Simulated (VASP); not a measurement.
Band structure of Cd$_{3}$ZnTe$_{4}$ (ordered alloy cell). These are PBEsol GGA, VASP's PBE PAW potentials (set 64) (plane waves; VASP) values and carry that method's errors.

Unless said otherwise, spin-orbit coupling is left out, though it shifts the bands of the heavy elements here.

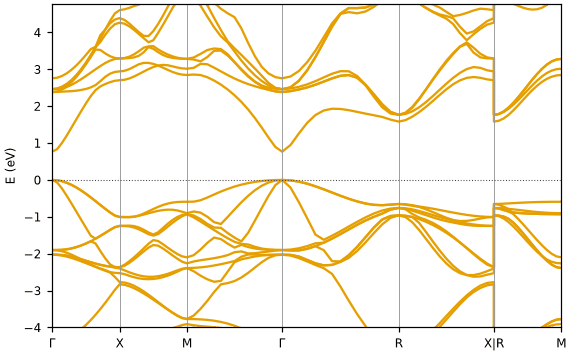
*Bands along high-symmetry lines, zero at the valence-band maximum or, without a gap, the Fermi level*

**Question.** Read the plot: is there a gap, and where are the band edges?

**Answer.** The gap is direct, 0.77 eV, from the valence maximum at Γ to the conduction minimum at Γ. (Edges off the drawn lines would not show.)

The structure was generated: Cd3ZnTe4 was put into an ordered model structure (P-43m), which need not be its known phase. It was relaxed first.
